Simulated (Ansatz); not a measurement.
BSiNH₈: several calculations on one system

### Relaxation

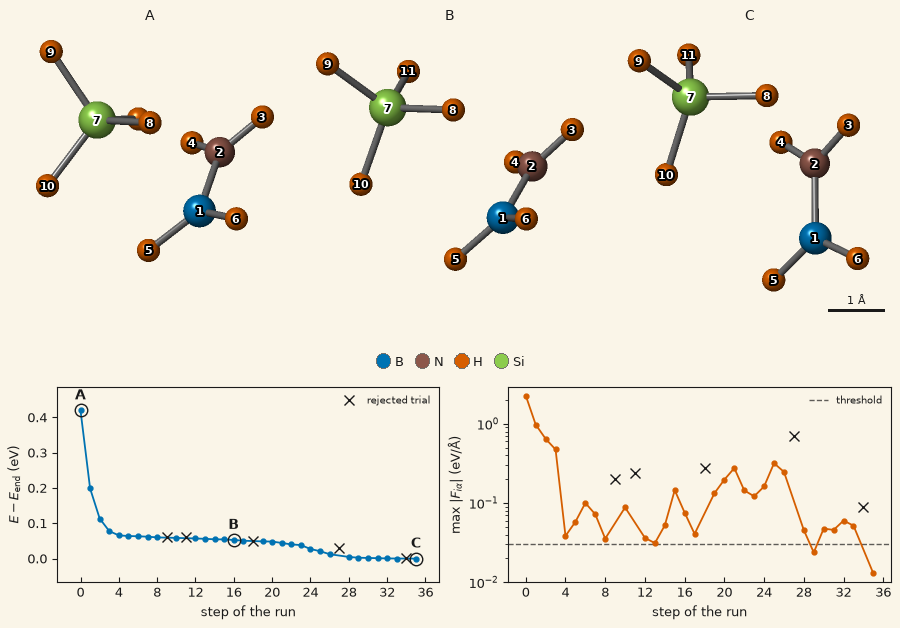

Frames of a relaxation of BSiNH8, marked on the history of the run. Style: ball-and-stick. Shown from a free direction.

The run prepares an end point of a later path (reaction) calculation, from a guessed geometry.

These are results of Ansatz, RKS B3LYP-D4/6-31G*, not measurements.

The input:
```yaml
crystal:
  periodic: [false, false, false]
  atoms:
    - { symbol: B, position_ang: [0.068236, -0.246946, 0.304244] }
    - { symbol: "N", position_ang: [0.073556, -0.794146, 1.663853] }
    - { symbol: H, position_ang: [-0.76839, -1.045036, 2.16111] }
    - { symbol: H, position_ang: [0.920525, -0.945454, 2.19357] }
    - { symbol: H, position_ang: [1.115912, 0.011231, -0.207314] }
    - { symbol: H, position_ang: [-0.980985, -0.1242, -0.254172] }
    - { symbol: Si, position_ang: [-0.373729, 2.812093, 0.957899] }
    - { symbol: H, position_ang: [-1.754911, 2.862491, 0.411237] }
    - { symbol: H, position_ang: [-0.245124, 3.842202, 2.028714] }
    - { symbol: H, position_ang: [0.593523, 3.125061, -0.126335] }
    - { symbol: H, position_ang: [-0.107514, 1.475704, 1.514095] }
basis:
  gaussian: { orbitals: "6-31G*" }
hamiltonian:
  xc: b3lyp
  dispersion: d4
relax:
  f_tol: 0.03
  max_steps: 50
```

Launched with:
```bash
ansatz run input.yaml --threads 1 --pin off --max-ram 2048MiB --backend cpu --events-out ev --progress --plain --runs-dir out
```

> What happens along the run?

After 30 accepted moves (35 points after the start) the energy has fallen by 0.420 eV. Largest force component: 2.3 eV/Å at the start, 0.013 eV/Å at the end. The line search rejected the trial steps at points 9, 11, 18, 27, 34 of the run. The forces were under the threshold at step 29, but the run went on from there. The largest move after the best rigid fit is that of H11, 1.47 Å. By element the largest moves are H 1.47 Å, B 0.60 Å, N 0.46 Å, Si 0.45 Å. Near-neighbour distances that change, for instance: B1–N2 1.466 → 1.394 Å, Si7–H11 1.472 → 1.487 Å. The run took 93 s on 1 thread of Arm Neoverse V1 (shared host), peak memory 0.14 GiB. From step 0 to 16: H11 moves most (1.03 Å), energy −0.367 eV. From step 16 to 35: H4 moves most (1.12 Å), energy −0.053 eV.

| step | E − E(0), eV | largest force component, eV/Å | note |
| --- | --- | --- | --- |
| 0 | 0.0000 | 2.2693 |  |
| 1 | -0.2209 | 0.9782 |  |
| 2 | -0.3061 | 0.6466 |  |
| 3 | -0.3418 | 0.4744 |  |
| 4 | -0.3539 | 0.0384 |  |
| 5 | -0.3556 | 0.0579 |  |
| 6 | -0.3564 | 0.1003 |  |
| 7 | -0.3576 | 0.0721 |  |
| 8 | -0.3596 | 0.0355 |  |
| 9 | -0.3591 | 0.2031 | rejected |
| 10 | -0.3610 | 0.0880 |  |
| 11 | -0.3595 | 0.2376 | rejected |
| 13 | -0.3636 | 0.0312 |  |
| 14 | -0.3650 | 0.0522 |  |
| 15 | -0.3653 | 0.1454 |  |
| 17 | -0.3690 | 0.0408 |  |
| 18 | -0.3685 | 0.2734 | rejected |
| 19 | -0.3709 | 0.1331 |  |
| 21 | -0.3753 | 0.2762 |  |
| 22 | -0.3795 | 0.1444 |  |
| 23 | -0.3813 | 0.1216 |  |
| 24 | -0.3924 | 0.1620 |  |
| 26 | -0.4071 | 0.2474 |  |
| 27 | -0.3904 | 0.7071 | rejected |
| 28 | -0.4149 | 0.0455 |  |
| 30 | -0.4178 | 0.0476 |  |
| 31 | -0.4184 | 0.0458 |  |
| 32 | -0.4192 | 0.0600 |  |
| 34 | -0.4193 | 0.0886 | rejected |
| 35 | -0.4197 | 0.0129 |  |

### Relaxation

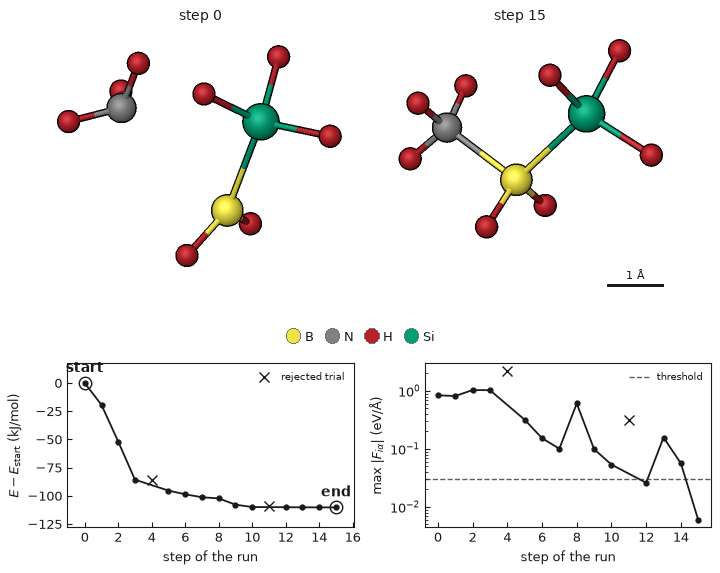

First and last geometry of a relaxation of BSiNH$_{8}$, with the history of the run. The picture is a ball-and-stick view, seen at a tilt.

The run prepares an end point of a later path (reaction) calculation, from a guessed geometry.

Computed with Ansatz, RKS B3LYP-D4/6-31G*. Set-up: no spin polarisation; force threshold 0.03 eV/Å; at most 50 steps.

Read the history and describe the run.

Answer. It converged. An H atom moves most after the best rigid fit: 1.10 Å. Largest moves by element: H 1.10 Å, B 0.77 Å, N 0.37 Å, Si 0.18 Å. Near-neighbour distances that change, for instance: B–N 2.729 → 1.659 Å, B–Si 1.970 → 2.030 Å, H–N 1.036 → 1.021 Å, B–H 1.196 → 1.209 Å. New bonds form, among them: B–N (2.73 → 1.66 Å). Bond angles that change, for instance: H–B–Si 121.2° → 112.6°, H–B–H 117.4° → 112.7°, H–Si–H 105.7° → 103.5°. Over 13 accepted moves (15 points after the start) the energy falls by 110.2 kJ/mol. Largest force component: 0.84 eV/Å at the start, 0.006 eV/Å at the end. The line search rejected the trial steps at points 4, 11 of the run. The forces were under the threshold at step 12, but the run went on from there.

| step | E − E(0), kJ/mol | largest force component, eV/Å | note |
| --- | --- | --- | --- |
| 0 | 0.00 | 0.8397 |  |
| 1 | -19.33 | 0.8175 |  |
| 2 | -51.93 | 1.0338 |  |
| 3 | -85.66 | 1.0298 |  |
| 4 | -85.48 | 2.2360 | rejected |
| 5 | -95.28 | 0.3187 |  |
| 6 | -98.61 | 0.1531 |  |
| 7 | -101.18 | 0.1009 |  |
| 8 | -102.21 | 0.6070 |  |
| 9 | -107.76 | 0.0990 |  |
| 10 | -109.87 | 0.0537 |  |
| 11 | -109.23 | 0.3133 | rejected |
| 12 | -110.02 | 0.0261 |  |
| 13 | -110.13 | 0.1571 |  |
| 14 | -110.14 | 0.0565 |  |
| 15 | -110.21 | 0.0060 |  |

Limits of the set-up: the start holds two separate molecules, 2.4 Å apart at their closest, whose relative position is a soft coordinate.

### Path

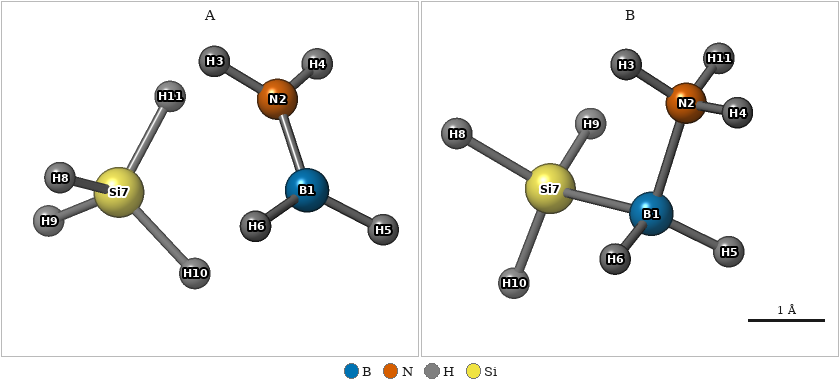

The two relaxed end points of a path for BSiNH8, made up at the start of BNH4 and SiH4. A ball-and-stick model, seen from a free direction.

These are results of Ansatz, RKS B3LYP-D4/6-31G*, not measurements.

Set-up: 5 movable images; climbing image; force threshold 0.05 eV/Å; iteration limit 60.

Start:
```xyz
11

B     0.1903   -0.7221   -0.0325
N    -0.0713   -0.5314    1.3238
H    -1.0056   -0.4818    1.7086
H     0.6527   -0.4410    2.0246
H     1.3276   -0.7763   -0.4004
H    -0.7311   -0.8271   -0.7893
Si   -0.3623    2.9440    1.3569
H    -1.6855    2.3415    1.0533
H    -0.5268    4.4139    1.5207
H     0.5912    2.6745    0.2527
H     0.1620    2.3788    2.6285
```

End:
```xyz
11

B     0.2203    0.4891    0.4090
N    -0.0425   -0.1528    1.9155
H    -1.0340   -0.1465    2.1601
H     0.2792   -1.1212    1.9585
H     1.4152    0.4068    0.2413
H    -0.4063   -0.2201   -0.3441
Si   -0.4376    2.4098    0.4072
H    -1.9010    2.5538    0.7283
H     0.2349    3.2819    1.4334
H    -0.2415    3.1027   -0.9015
H     0.4543    0.3693    2.6392
```

What barrier does the band find between them, and by what path?

The energy climbs by 51.7 kcal/mol to image 4 and then falls by 43.2 kcal/mol, so the end point sits at +8.5 kcal/mol. Breaking: Si7–H11 (1.49 → 1.84 at the top → 3.15 Å). Forming: B1–Si7 (3.96 → 2.25 at the top → 2.03 Å), N2–H11 (3.20 → 1.36 at the top → 1.02 Å). The band is converged.

Energies of the converged images:

```csv
image,path (Å),E (kcal/mol)
0,0.00,0.0
1,1.67,0.0
2,3.35,1.0
3,5.02,3.1
4,6.69,51.7
5,9.35,9.4
6,12.01,8.5
```

The geometry at the top of the path:

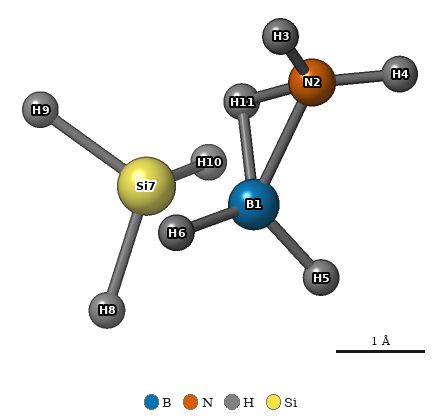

Limits of the set-up: the start holds two separate molecules, 2.9 Å apart at their closest, whose relative position is a soft coordinate.

Cost: 9.1 min on 1 thread of Arm Neoverse V1, on a shared host, peak memory 0.13 GiB.
